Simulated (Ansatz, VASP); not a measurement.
## Cross-check of OsPd between VASP and Ansatz

Wanted: the spread between two codes on one cell, functional and k mesh. The cell is invented: As first built, before any earlier steps moved the atoms (in the runner's words): it takes the Pt structure with all of its atoms replaced by other elements, volume scaled by an estimate. It may not be a known or stable phase. The cell is taken from a series of VASP runs on this material, whose earlier steps may have relaxed, scaled or displaced it; both programs get it as it stands. Valence electrons are named where the data sets of a main pair hold unlike numbers.

Calculated with Ansatz 0.2.0; plane waves, with VASP 6.6.1 beside it; band structure at r2SCAN and band structure at r2SCAN, spin-orbit coupling.

## Step 1: The starting structure

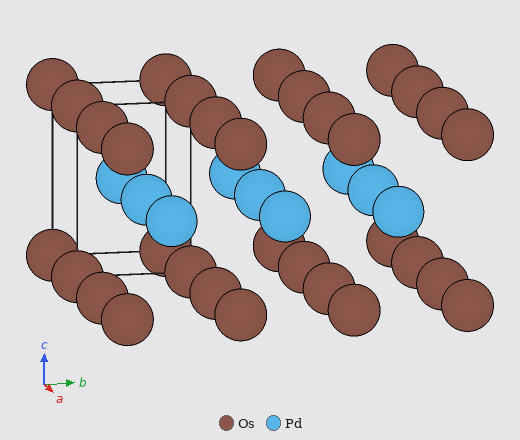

The cell as given, slightly off an axis (osmium brown, palladium blue). 3×3×1 cells are drawn. Some periodic images of atoms are drawn too.

## Step 2: VASP: band structure, r2SCAN

With cell and atoms fixed, the geometry can't cause a difference; cores, projectors, grids and the points listed under the comparison can.

Lines of VASP's logs that name or quote its potential files are left out, and so is its time.

Contents of INCAR:

```
SYSTEM = OsPd
PREC = Accurate
ENCUT = 400
EDIFF = 1E-06
NELM = 100
ISMEAR = 1
SIGMA = 0.2
LREAL = .FALSE.
ALGO = Normal
METAGGA = R2SCAN
LASPH = .TRUE.
NBANDS = 21
LORBIT = 11
LWAVE = .FALSE.
LCHARG = .FALSE.
```

Contents of POSCAR:

```
OsPd
1.0
    2.6771965553      0.0000000000      0.0000000000
    0.0000000000      2.6771965553      0.0000000000
    0.0000000000      0.0000000000      4.0082722566
Os Pd
1 1
Direct
    0.0000000000      0.0000000000      0.0000000000
    0.5000000000      0.5000000000      0.5000000000
```

Contents of KPOINTS:

```
Automatic mesh
0
Gamma
8 8 6
0 0 0
```

Contents of KPOINTS_OPT:

```
Line mode
16
Line-mode
Reciprocal
  0.00000000   0.00000000   0.00000000 GAMMA
  0.00000000   0.50000000   0.00000000 X

  0.00000000   0.50000000   0.00000000 X
  0.50000000   0.50000000   0.00000000 M

  0.50000000   0.50000000   0.00000000 M
  0.00000000   0.00000000   0.00000000 GAMMA

  0.00000000   0.00000000   0.00000000 GAMMA
  0.00000000   0.00000000   0.50000000 Z

  0.00000000   0.00000000   0.50000000 Z
  0.00000000   0.50000000   0.50000000 R

  0.00000000   0.50000000   0.50000000 R
  0.50000000   0.50000000   0.50000000 A

  0.50000000   0.50000000   0.50000000 A
  0.00000000   0.00000000   0.50000000 Z

  0.00000000   0.50000000   0.00000000 X
  0.00000000   0.50000000   0.50000000 R

  0.50000000   0.50000000   0.00000000 M
  0.50000000   0.50000000   0.50000000 A
```

PAW data sets: Os and Pd (PBE family, release 64).

Launch:

```
$ mpirun -np 1 vasp_std
```

Numbers of over 12 decimals in the logs are rounded to 6 here.

The log of the run:

```text
[banner, memory and clock lines left out]
running    1 mpi-ranks, on    1 nodes
 distrk:  each k-point on    1 cores,    1 groups
 distr:  one band on    1 cores,    1 groups

 POSCAR found type information on POSCAR OsPd
 POSCAR found :  2 types and       2 ions
|                                                                             |
|               ----> ADVICE to this user running VASP <----                  |
|                                                                             |
|     You enforced a specific xc type in the INCAR file but a different       |
|     [... a line on the potential file left out ...]
|     I HOPE YOU KNOW WHAT YOU ARE DOING!                                     |
|                                                                             |

 LDA part: xc-table for (None), standard interpolation
 POSCAR, INCAR and KPOINTS ok, starting setup
 FFT: planning ... GRIDC
 FFT: planning ... GRID_SOFT
 FFT: planning ... GRID
 WAVECAR not read
 entering main loop
       N       E                     dE             d eps       ncg     rms          rms(c)
DAV:   1     0.289965311534E+02    0.28997E+02   -0.75159E+03  2720   0.687E+02
DAV:   2    -0.768764572779E+02   -0.10587E+03   -0.95776E+02  2840   0.217E+02
DAV:   3    -0.797184794540E+02   -0.28420E+01   -0.28166E+01  3019   0.341E+01
DAV:   4    -0.797409864642E+02   -0.22507E-01   -0.22464E-01  3504   0.311E+00
DAV:   5    -0.797413401852E+02   -0.35372E-03   -0.35352E-03  2890   0.390E-01    0.177E+01
DAV:   6    -0.751793402420E+02    0.45620E+01   -0.20218E+00  3172   0.129E+01    0.714E+00
DAV:   7    -0.752892569005E+02   -0.10992E+00   -0.34296E-01  3447   0.718E+00    0.386E+00
DAV:   8    -0.751333015255E+02    0.15596E+00   -0.25941E-01  2909   0.643E+00    0.271E+00
DAV:   9    -0.751355433644E+02   -0.22418E-02   -0.16128E-02  2990   0.134E+00    0.234E-01
DAV:  10    -0.751350932587E+02    0.45011E-03   -0.22441E-03  3045   0.495E-01    0.106E-01
DAV:  11    -0.751351292464E+02   -0.35988E-04   -0.36410E-04  2857   0.152E-01    0.380E-02
DAV:  12    -0.751351236440E+02    0.56025E-05   -0.22083E-05  3118   0.496E-02    0.239E-02
DAV:  13    -0.751351272502E+02   -0.36063E-05   -0.82576E-06  2853   0.241E-02    0.318E-03
DAV:  14    -0.751351273205E+02   -0.70209E-07   -0.26296E-07  1530   0.427E-03
   1 F= -.75135127E+02 E0= -.75133395E+02  d E =-.519838E-02
 Start KPOINTS_OPT (optional k-point list driver)
k-point batch [1-60\144]
       N       E                     dE             ncg
DAV:   1     0.134700843920E+05   -0.11413E+05     2608
DAV:   2     0.672923044923E+04   -0.67409E+04     2860
DAV:   3     0.654063550938E+04   -0.18859E+03     3014
DAV:   4     0.653920477237E+04   -0.14307E+01     3457
DAV:   5     0.653918169606E+04   -0.23076E-01     2753
DAV:   6     0.653918115191E+04   -0.54414E-03     3241
DAV:   7     0.653918113706E+04   -0.14855E-04     2744
DAV:   8     0.653918113665E+04   -0.41247E-06     2051
[...]
k-point batch [121-144\144]
       N       E                     dE             ncg
DAV:   1     0.283468760181E+05   -0.13261E+05     1032
DAV:   2     0.257155204128E+05   -0.26314E+04     1113
DAV:   3     0.256397024410E+05   -0.75818E+02     1213
DAV:   4     0.256391149194E+05   -0.58752E+00     1263
DAV:   5     0.256391041911E+05   -0.10728E-01     1091
DAV:   6     0.256391039267E+05   -0.26436E-03     1341
DAV:   7     0.256391039207E+05   -0.60063E-05     1071
DAV:   8     0.256391039205E+05   -0.17433E-06      810
```

From OUTCAR (step 2):

```text
ion  position               nearest neighbor table
   1  0.000  0.000  0.000-   2 2.76   2 2.76   2 2.76   2 2.76   2 2.76   2 2.76   2 2.76   2 2.76

  LATTYP: Found a simple tetragonal cell.
 ALAT       =     2.6771965553
 C/A-ratio  =     1.4971901292

 Subroutine GETGRP returns: Found 16 space group operations
 (whereof 16 operations were pure point group operations)

The static configuration has the point symmetry D_4h.

 Found     60 irreducible k-points:

   k-points           NKPTS =     60   k-points in BZ     NKDIM =     60   number of bands    NBANDS=     21

   dimension x,y,z NGX =    18 NGY =   18 NGZ =   28
   dimension x,y,z NGXF=    36 NGYF=   36 NGZF=   56

   ENCUT  =  400.0 eV  29.40 Ry    5.42 a.u.   4.37  4.37  6.54*2*pi/ulx,y,z

   NELECT =      18.0000    total number of electrons

 k-points in reciprocal lattice and weights: Automatic mesh
   0.00000000  0.00000000  0.00000000       0.003
   0.12500000  0.00000000  0.00000000       0.010
   0.25000000  0.00000000  0.00000000       0.010
   0.37500000  0.00000000  0.00000000       0.010
   0.50000000  0.00000000  0.00000000       0.005
   0.12500000  0.12500000  0.00000000       0.010
   0.25000000  0.12500000  0.00000000       0.021
   0.37500000  0.12500000  0.00000000       0.021
   0.50000000  0.12500000  0.00000000       0.010
[...]
0.50000000  0.37500000  0.50000000       0.010
   0.50000000  0.50000000  0.50000000       0.003

 average (electrostatic) potential at core
       1 -48.1922       2 -76.3344

 E-fermi :   9.7903

 k-point     1 :       0.0000    0.0000    0.0000
  band No.  band energies     occupation
    ...
      4       5.8498      2.00000
      5       6.3465      2.00000
      6       6.3465      2.00000
      7       8.0149      2.00000
      8       8.2094      2.00000
      9      11.2439     -0.00000
     10      11.2439     -0.00000
     11      11.4857     -0.00000
     12      11.5014     -0.00000
     13      20.6299      0.00000
    ...

 k-point     2 :       0.1250    0.0000    0.0000
  band No.  band energies     occupation
    ...
      5       6.0987      2.00000
      6       6.4800      2.00000
      7       7.9933      2.00000
      8       8.1100      2.00000
      9       9.0034      2.00000
     10      10.9442     -0.00000
     11      11.1178     -0.00000
     12      14.0930      0.00000
     13      20.0819      0.00000
     14      22.2121      0.00000
    ...

 k-point     3 :       0.2500    0.0000    0.0000
  band No.  band energies     occupation
    ...
      6       6.8428      2.00000
      7       7.1252      2.00000
      8       7.5082      2.00000
      9       8.7750      2.00000
     10       9.8432      0.56898
     11      10.7703     -0.00000
     12      17.0509      0.00000
     13      18.0592      0.00000
     14      20.9351      0.00000
     15      26.8586      0.00000
    ...

  Total        0.0160008      0.0160008      0.0127458      0.0000000      0.0000000     -0.0000000
  in kB        0.8923469      0.8923469      0.7108201      0.0000000      0.0000000     -0.0000000
  external PRESSURE =       0.8318380 kB  Pullay stress =       0.0000000 kB

  energy-cutoff  :      400.00
  volume of cell :       28.73
      direct lattice vectors                 reciprocal lattice vectors
     2.677196555  0.000000000  0.000000000     0.373525059  0.000000000  0.000000000
     0.000000000  2.677196555  0.000000000     0.000000000  0.373525059  0.000000000
     0.000000000  0.000000000  4.008272257     0.000000000  0.000000000  0.249484051

 POSITION                                       TOTAL-FORCE (eV/Angst)
 -----------------------------------------------------------------------------------
      0.00000      0.00000      0.00000         0.000000      0.000000      0.000000
      1.33860      1.33860      2.00414         0.000000      0.000000      0.000000
 -----------------------------------------------------------------------------------
    total drift:                                0.000000     -0.000000     -0.000000

  FREE ENERGIE OF THE ION-ELECTRON SYSTEM (eV)
  ---------------------------------------------------
  free  energy   TOTEN  =       -75.1351273205 eV

  energy  without entropy=      -75.1299289400  energy(sigma->0) =      -75.13339453

 total charge
# of ion       s       p       d       tot
------------------------------------------
    1        0.629   0.584   5.985   7.197
    2        0.563   0.677   8.482   9.722
--------------------------------------------------
tot          1.192   1.261  14.467  16.920

[... 3 further parts left out ...]
```

Spin-orbit coupling is off here; with elements this heavy it splits and shifts levels by tenths of an eV or more.

## Step 3: Ansatz: band structure, r2SCAN

Ansatz runs on its default PAW (the set named soft_2) files.

The same cell, functional, mesh and smearing now go to Ansatz, which takes its cutoff from its data sets.

Contents of input.yaml:

```yaml
crystal:
  lattice:
    - [2.6771965553, 0.0, 0.0]
    - [0.0, 2.6771965553, 0.0]
    - [0.0, 0.0, 4.0082722566]
  atoms:
    - { symbol: Os, position: [0.0, 0.0, 0.0] }
    - { symbol: Pd, position: [0.5, 0.5, 0.5] }
hamiltonian:
  xc: r2scan
  pseudopotentials: { kind: paw }
kpoints:
  mp_grid: { grid: [8, 8, 6] }
  band_path:
    path:
      - [0.0, 0.0, 0.0]
      - [0.0, 0.13333, 0.0]
      - [0.0, 0.3, 0.0]
      - [0.0, 0.46667, 0.0]
      - [0.1, 0.5, 0.0]
      - [0.26667, 0.5, 0.0]
      - [0.43333, 0.5, 0.0]
      - [0.43333, 0.43333, 0.0]
      - [0.26667, 0.26667, 0.0]
      - [0.1, 0.1, 0.0]
      - [0.0, 0.0, 0.03333]
      - [0.0, 0.0, 0.2]
      - [0.0, 0.0, 0.36667]
      - [0.0, 0.0, 0.5]
      - [0.0, 0.16667, 0.5]
      - [0.0, 0.3, 0.5]
      - [0.0, 0.46667, 0.5]
      - [0.1, 0.5, 0.5]
      - [0.26667, 0.5, 0.5]
      - [0.43333, 0.5, 0.5]
      - [0.43333, 0.43333, 0.5]
      - [0.26667, 0.26667, 0.5]
      - [0.1, 0.1, 0.5]
      - [0.0, 0.5, 0.03333]
      - [0.0, 0.5, 0.2]
      - [0.0, 0.5, 0.36667]
      - [0.5, 0.5, 0.0]
      - [0.5, 0.5, 0.16667]
      - [0.5, 0.5, 0.33333]
      - [0.5, 0.5, 0.5]
    npoints: 1
scf:
  occupations: { method: methfessel_paxton, width: 0.2 }
  n_extra_bands: 7
output:
  forces: true
  stress: true
  eigenvalues: true
```

Launch:

```
$ ansatz run input.yaml --threads 2 --pin off --max-ram 4608MiB --backend cpu --events-out ev --progress --plain --runs-dir out
```

The log of the run:

```text
scf.n_extra_bands = 7 over 17 filled bands (N_el = 34.0): the run solves 24 bands
Engine: ansatz 0.2.0, aarch64-unknown-linux-gnu
Pseudopotentials: kind: paw
Pseudopotential: Os, paw, valence charge 16, recommended cutoff 500 eV (meta_gga), Os.paw.azcp
Pseudopotential: Pd, paw, valence charge 18, recommended cutoff 500 eV (meta_gga), Pd.paw.azcp
Functional definition: r2SCAN
  parameter k0 = 0.174
  parameter k1 = 0.065
  parameter a1 = 4.9479
  exchange = r2scan_x(k0 = k0, k1 = k1, a1 = a1)
  correlation = r2scan_c
Crystal: 2 atoms, lattice volume = 28.729 Å³
Basis set: ecut = 500 eV, 691 PW (Γ), exchange–correlation on 80×80×120 points (64 copies of the dense FFT grid, shifted against one another)
Bands: 24, of which v1, the nominal top of the filled ones, is band 17 counted from 1 (16 counted from 0)
Symmetry: 16 space group operations
Space group: P4/mmm (ITA 123), of the structure as read, at distance tolerance 3.1e-5 Å
k-points: 60 of 384
Non-local potential: Os, projectors of the file, l = 0: 3, l = 1: 2, l = 2: 2, l = 3: 1
Non-local potential: Pd, projectors of the file, l = 0: 2, l = 1: 2, l = 2: 2, l = 3: 1
PAW form: soft (Blöchl's): semilocal exchange-correlation on the pseudo side does not see the compensation charge
PAW frozen core: Os, regenerated for the run's functional (the file was generated under x = pbe(κ = 0.804, μ = 0.219515), c = pbe(β = 0.066725))
PAW frozen core: Pd, regenerated for the run's functional (the file was generated under x = pbe(κ = 0.804, μ = 0.219515), c = pbe(β = 0.066725))
PAW one-centre angular grid: Os, 590 points (default); XC on 160 Gauss nodes
PAW one-centre angular grid: Pd, 590 points (default); XC on 160 Gauss nodes
Initial density: superposition of atomic densities (neutral atoms: chi_scale 0, normalization atom), corrected by the library's trained network
Initial wavefunctions: pseudopotential atomic-orbital guess
Functional: x = r2scan, c = r2scan; τ floored in thin density (d = 2e-4 eV/Å³)
SCF iter   1: F=—  HF=-18382.514142 eV  |F-HF|=—  |Δ(HF+E_count)|=         —  Δρ=1.74e-2  dr2=7.48e-2  dr2_τ=2.71e-2  ethr=1.77e-3  ⟨swp⟩=5.0  Hψ=6177  notcnv=0  defer=2
preconditioner: auto → none  [metal: Δε(μ)=0.019 eV  Ē_g=12.409 eV  σ=0.200 eV  W_gap=0.08  n_scr=6 (ndim 8)  ℏωp=29.4 eV  f_vac=0.000  D(μ)=2.12/eV (n_scr^D=20)  sad-step TF]
SCF iter   2: F=—  HF=-18382.535927 eV  |F-HF|=—  |Δ(HF+E_count)|=   2.18e-2  S|Δr|=    0.00e0  Δρ=1.02e-2  dr2=1.23e-2  dr2_τ=3.50e-3  ethr=2.20e-4  ⟨swp⟩=1.1  Hψ=1923  notcnv=0  defer=3
SCF iter   3: F=—  HF=-18382.539253 eV  |F-HF|=—  |Δ(HF+E_count)|=   3.33e-3  S|Δr|=    0.00e0  Δρ=8.35e-3  dr2=3.61e-2  dr2_τ=3.12e-3  ethr=3.62e-5  ⟨swp⟩=2.6  Hψ=2179  notcnv=0  defer=3  recentre
SCF iter   4: F=—  HF=-18382.535613 eV  |F-HF|=—  |Δ(HF+E_count)|=   3.64e-3  S|Δr|=    0.00e0  Δρ=4.67e-3  dr2=2.43e-3  dr2_τ=2.59e-4  ethr=3.62e-5  ⟨swp⟩=2.2  Hψ=1676  notcnv=0  defer=3
SCF iter   5: F=—  HF=-18382.535603 eV  |F-HF|=—  |Δ(HF+E_count)|=   9.85e-6  S|Δr|=    0.00e0  Δρ=5.91e-4  dr2=4.28e-5  dr2_τ=5.87e-6  ethr=7.14e-6  ⟨swp⟩=2.6  Hψ=2262  notcnv=0  defer=3
SCF iter   6: F=—  HF=-18382.535653 eV  |F-HF|=—  |Δ(HF+E_count)|=   5.00e-5  S|Δr|=    0.00e0  Δρ=2.02e-4  dr2=5.48e-6  dr2_τ=9.13e-7  ethr=1.26e-7  ⟨swp⟩=2.5  Hψ=2289  notcnv=0  defer=3
SCF iter   7: F=—  HF=-18382.535660 eV  |F-HF|=—  |Δ(HF+E_count)|=   6.89e-6  S|Δr|=    0.00e0  Δρ=6.19e-5  dr2=8.68e-7  dr2_τ=7.19e-8  ethr=1.61e-8  ⟨swp⟩=2.3  Hψ=1972  notcnv=0  defer=3
SCF iter   8: F=—  HF=-18382.535660 eV  |F-HF|=—  |Δ(HF+E_count)|=   1.45e-7  S|Δr|=    0.00e0  Δρ=1.83e-5  dr2=1.37e-7  dr2_τ=8.48e-9  ethr=2.55e-9  ⟨swp⟩=2.1  Hψ=1668  notcnv=0  defer=3
SCF iter   9: F=-18382.535660 eV  HF=-18382.535660 eV  |F-HF|=4.73e-11  |Δ(HF+E_count)|=   2.12e-8  S|Δr|=    0.00e0  Δρ=4.32e-6  dr2=4.42e-9  dr2_τ=2.03e-10  ethr=2.94e-10  ⟨swp⟩=7.8  Hψ=5103  notcnv=0
SCF 1 converged in 9 iterations: F = -18382.535660 eV  dr2 = 4.42e-9
  greatest PAW one-centre occupation: 1.003 electrons in one spin orbital (limit 2), on the Pd atom at site 1 (counted from 0), in its partial waves of l = 0
NSCF: frozen V_eff on 30 k-points
SCF converged after 9 iterations
Stability not checked: this state was not tested for a lower state beside it, because cold or Methfessel-Paxton smearing, or corrected tetrahedra, fill the levels in a way that the test cannot read (fill_not_monotonic; see scf.lower_state_search)
Free energy (F): -18382.535660 eV
Harris-Foulkes:  -18382.535660 eV  (|F-HF|=4.73e-11)
Internal energy: -18382.530633 eV  (E = F + TS)
E sigma→0 (E₀):  -18382.534404 eV
Entropy (-TS):   -0.005027 eV (-2.514 meV/atom)
Fermi energy:    23.001368 eV
--- Per-component energies (eV) ---
  E_band       = -234.153925
  E_kinetic    = 1077.978764
  E_local      = -2545.240162  (includes V_loc(G=0)·N_el)
  E_nonlocal   = 214.872766
  E_hartree    = 1046.122070
  E_xc         = -413.160694
  E_vxc        = -546.844314  (∫ρ·V_xc dr)
  E_paw        = -12810.081496  (= ΣΔE_a)
  E_vpaw       = -562.792509  (= ΣTr[D̂ρ^β])
  E_aug_tail   = -0.000016  (compensation charges beyond the density's cutoff)
  E_vtau       = 35.629830  (kinetic-family band-sum trace: ∫τ·v_τ [+ j·A + Jᵃ·Aᵃ] dr)
  E_ewald      = -4952.184766
  E_core_change = -0.837099  (= ΣΔE_core)
  E_smearing   = -0.005027  (= −TS)
  E_closure    = 0.000000  (closes the sum)
  Σ components = -18382.535660   (vs F -18382.535660, Δ=0.00e0)
--- Forces (eV/Å), atoms counted from 1 ---
  atom   1  Os    -0.00000000     0.00000000     0.00000000
  atom   2  Pd     0.00000000     0.00000000     0.00000000
  max |Σ_I F_I| component: 2.17e-30 eV/Å
--- Stress (GPa, compression-positive) ---
       -0.702082       0.000000       0.000000
        0.000000      -0.702082       0.000000
        0.000000       0.000000      -0.416359
  P = ⅓ Tr σ = -0.6068 GPa (-6.068 kbar)
--- Band table (eV; the first three rows and the last of 60) ---
  k-point 0: bands = [... 13 lower, 19.5430, 21.2179, 21.3957, 24.4698, 24.4698, 24.6882, 24.7196, 33.8376, ... 3 higher]
  k-point 1: bands = [... 13 lower, 19.7077, 20.9053, 21.4242, 23.4652, 24.0628, 24.0628, 24.6733, 35.4682, ... 3 higher]
  k-point 2: bands = [... 13 lower, 20.1282, 20.1293, 21.4679, 21.4836, 23.2114, 23.2114, 24.5789, 38.4507, ... 3 higher]
  k-point 59: bands = [... 13 lower, 19.0362, 20.3789, 22.3855, 22.6785, 26.6043, 31.6761, 31.6761, 32.9799, ... 3 higher]
```

The job ended after 3.1 s (2 threads of Arm Neoverse V2, shared host; peak memory 0.38 GiB; 6 s of CPU time).

## Step 4: Differences

Known differences besides the potentials themselves: VASP keeps PBE cores, Ansatz makes them for the functional; the data sets hold 34 valence electrons in Ansatz (on its default PAW (the set named soft_2) files) and 18 in VASP; the cutoff is 500 eV in Ansatz and 400 eV in VASP. Total energies have different zeros and are not compared.

The two programs side by side:

```
                                        quantity  Ansatz  VASP  difference
                                  pressure (GPa)   -0.61  0.08       -0.69
pressure without Ansatz's Pulay correction (GPa)   -0.80  0.08       -0.88
```

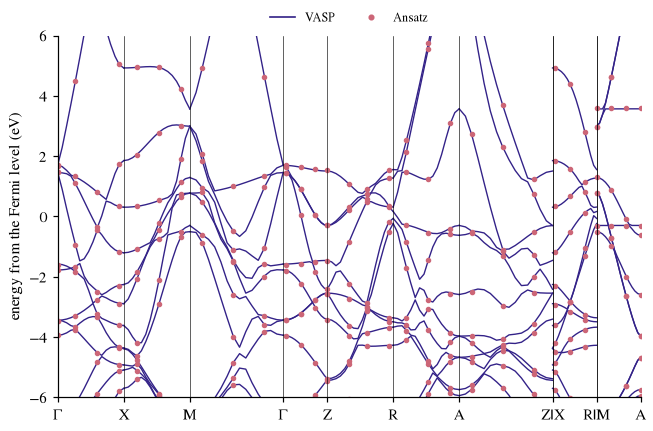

Bands from VASP (lines) and levels from Ansatz (dots). Dots without a line are higher empty bands that the VASP plot leaves out.

Levels from 3 eV below to 2 eV above the Fermi level differ by 16 meV r.m.s. and 33 meV at most; each VASP level is matched to the nearest of Ansatz, which flatters the figure a little. Ansatz's pressure holds a Pulay correction of 0.19 GPa; VASP's holds none.

(Part 1 of 2 ends here.)

[Lines on the potential files, build, host, timing and source positions are cut from VASP's logs without a mark.]

[Logs are printed without paths, hosts, clocks, repeated set-up lines and the standing remarks that a program may print on its own settings, such as how far it seeks lower states.]

[Hosts, paths, dates, database ids (printed as entryN), source tags and the programs' standing remarks are cut or masked in the printed files.]
